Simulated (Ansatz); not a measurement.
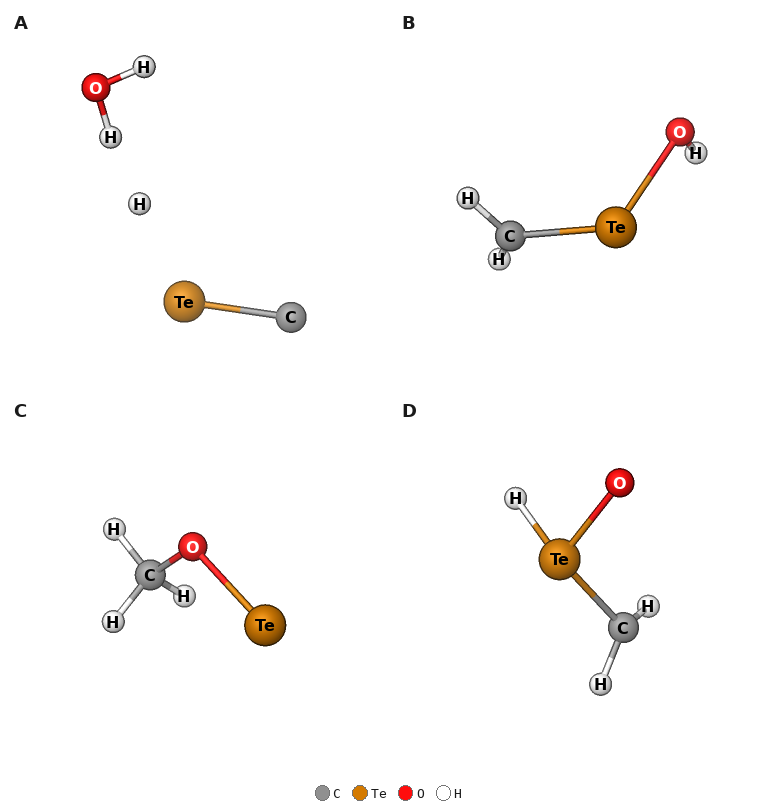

4 stationary structures of one formula. The species has charge −1 and is a spin singlet. Geometries: PBE-D4/def2-SVPD. Electronic energies: PBE-D4/def2-SVPD (Ansatz 0.2.0), without zero-point energy. No frequency run is at hand to confirm each as a minimum.

Which is lowest in energy, and by how much?

C is lowest (Cs); B lies 22.6 kcal/mol above it (C1), D lies 65.9 kcal/mol above it (C1), A lies 93.2 kcal/mol above it.
